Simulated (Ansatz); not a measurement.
Cl3H2NZr

```yaml
atoms:
  - { symbol: Cl, position_ang: [1.9512, -1.6978, 0.5872] }
  - { symbol: Cl, position_ang: [-1.4555, -1.6933, -1.4318] }
  - { symbol: Cl, position_ang: [1.2646, 0.9117, -2.1389] }
  - { symbol: N, position_ang: [-0.5251, 0.7322, 0.8896] }
  - { symbol: Zr, position_ang: [0.2889, -0.4464, -0.4884] }
  - { symbol: H, position_ang: [-1.4723, 1.1078, 0.8621] }
  - { symbol: H, position_ang: [-0.0518, 1.0858, 1.7201] }
```

Geometry: PBE0-D4/def2-SVP; core potentials replace the inner electrons of Zr.

All numbers below come from isolated molecule in a Gaussian basis; Kohn-Sham density functional theory, functional PBE0 in Ansatz.

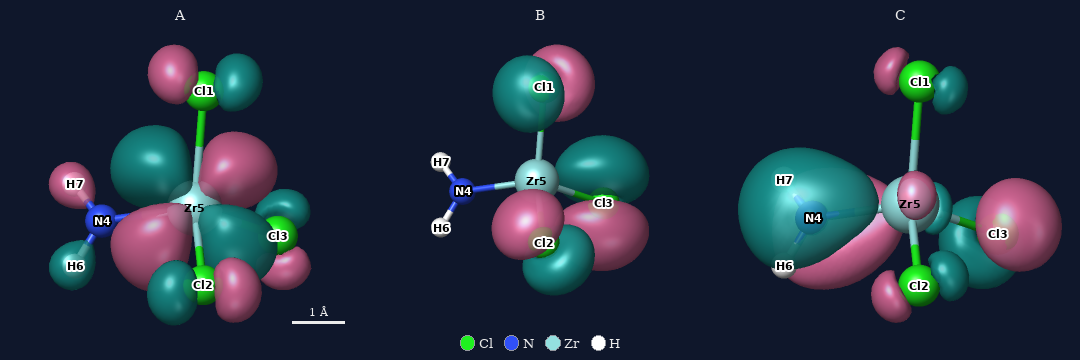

Figure 1. Three frontier orbitals at ±0.1 Å⁻³ᐟ² (teal and pink are the two phases), in no order.

Order the three orbitals by energy and name them.

Answer. B is the HOMO−1 (−9.26 eV). By Hirshfeld shares it lies mainly on Cl3 (about 50 %), Cl1 (about 20 %) and Cl2 (about 20 %); largely a combination of lone pairs on Cl3, Cl1 and Cl2. C is the HOMO (−8.45 eV). By Hirshfeld shares it lies mainly on N4 (about 55 %), Cl3 (about 15 %) and Zr5 (about 10 %). A is the LUMO (−2.26 eV). Its weight (Hirshfeld) is mainly on Zr5 (about 70 %), Cl1 (about 10 %), Cl2 (about 10 %) and Cl3 (about 5 %).

What is the HOMO–LUMO gap?

Answer. 6.19 eV between the orbital energies.

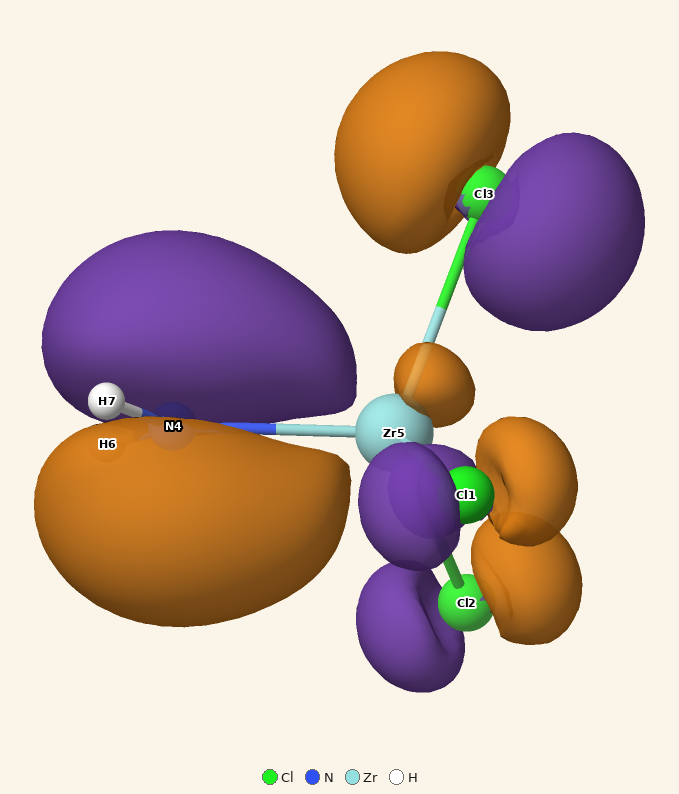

Figure 2. The HOMO at ±0.08 Å⁻³ᐟ² (orange and purple are the two phases), seen from one side.

Where does this orbital lie, and at what energy?

Answer. By Hirshfeld shares it lies mainly on N4 (about 55 %), Cl3 (about 15 %) and Zr5 (about 10 %). Its energy is −8.45 eV.
